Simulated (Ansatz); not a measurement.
# Ta(321) slab (30 atoms): surface energy

What is the surface energy of this cell, counted against the bulk crystal, and how far does it hang on functional and mesh?

Calculated with Ansatz 0.2.0: Kohn-Sham DFT, PBE, PAW (set soft_2), plane waves; cutoff 420 eV, fermi-dirac smearing of 0.1 eV. Cutoffs: 420 eV for PBE and PBEsol; 500 eV for r2SCAN.

**The cells**

The cell holds 30 atoms: 30 Ta. Cell: a = 5.750 Å, b = 7.424 Å, c = 27.422 Å, α = 90.0°, β = 90.0°, γ = 75.0°. It derives from Ta. The starting structure: Slab of Ta cut on (3 2 1), 12.4 Å thick, 2 x 1 surface cells, both faces free, 15 Å of vacuum; not relaxed. Lattice constants are starting values near those of PBE. Vacuum lies along c.

The bulk reference is Ta2 in a cell of 2 atoms, 18.297 Å³ an atom.

The input of the single point on the relaxed cell:

```yaml
crystal:
  lattice:
    - [5.75041, 0.0, 0.0]
    - [1.9168, 7.17202, 0.0]
    - [0.0, 0.0, 27.4223]
  atoms:
    - { symbol: Ta, position: [0.44796, 0.71992, 0.2815] }
    - { symbol: Ta, position: [0.14925, 0.06134, 0.30779] }
    - { symbol: Ta, position: [0.35524, 0.42723, 0.33718] }
    - { symbol: Ta, position: [0.07841, 0.78483, 0.37249] }
    [... 24 atom lines left out ...]
    - { symbol: Ta, position: [0.70789, 0.36723, 0.69221] }
    - { symbol: Ta, position: [0.90919, 0.70866, 0.7185] }
kpoints:
  mp_grid: { grid: [6, 5, 1] }
hamiltonian:
  xc: pbe
scf:
  occupations: { method: fermi_dirac, width: 0.1 }
output:
  forces: true
  populations: true
  dos:
    method: { smearing: { sigma: 0.08 } }
    de: 0.1
    projected: { site_lists: { Ta: [Ta] } }
  eigenvalues: true
  write_density: true
  write_potential: true
  volumetric_format: npy
```

| cell | formula | k-mesh | relaxation steps | gain on relaxing (eV) | free energy, PBE (eV) | time of its runs on this page |
| --- | --- | --- | --- | --- | --- | --- |
| Ta(321) slab | Ta30 | 6×5×1 (relaxed on 4×3×1) | 5 | 0.79 | -297954.650 | 55 s |
| bulk Ta | Ta2 | 17×17×17 | - | - | -19864.546 | 25 s |

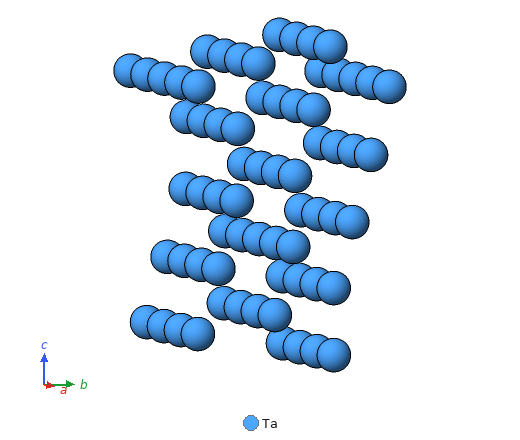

The relaxed cell. 2×1×1 cells are drawn. Some periodic images of atoms are drawn too.

**Surface energy**

The excess is the cell's free energy less 15 times that of the bulk cell. It is divided by twice the area, as the cell holds two faces, so the value is their mean, and they need not be alike (41.24 Å²), with 1 eV/Å² = 16.022 J/m².

| level | k-mesh | excess (eV) | surface energy (J/m²) | per area (meV/Å²) |
| --- | --- | --- | --- | --- |
| PBE | 6×5×1 | 13.534 | 2.629 | 164.1 |
| PBE, denser mesh | 8×6×1 | 13.541 | 2.630 | 164.2 |
| r2SCAN | 6×5×1 | 14.694 | 2.854 | 178.1 |
| PBEsol | 6×5×1 | 14.827 | 2.880 | 179.8 |

Worked for the first row at PBE: (-297954.650) − 15 × (-19864.546) = 13.534 eV (from unrounded energies).

Then 13.534 / (2 × 41.24) × 16.022 = 2.629 J/m².

**Findings**

At PBE the surface energy is 2.63 J/m². At the same geometries the levels give 2.63 (PBE) to 2.88 J/m² (PBEsol) and the denser mesh leaves it within 0.01 J/m². Relaxing the atoms lowered it by 0.153 J/m² from the start (on the 4×3×1 mesh of the relaxation), and the farthest atom moved 0.25 Å.

Limits: The cell edges were held, so the lattice is the typed one for every functional. Cell and bulk are sampled on unlike meshes, and the error grows with the number of atoms subtracted. These are free energies under a smearing of 0.1 eV, whose entropy term isn't removed. Spin–orbit coupling is left out, which matters for the levels of the heavy elements. In some runs the program notes that positions were snapped to a detected symmetry and the exchange-correlation potential is rough where the density is thin.

[Logs are printed without paths, hosts, clocks, repeated set-up lines and the standing remarks that a program may print on its own settings, such as how far it seeks lower states.]

[Hosts, paths, dates, database ids (printed as entryN), source tags and the programs' standing remarks are cut or masked in the printed files.]
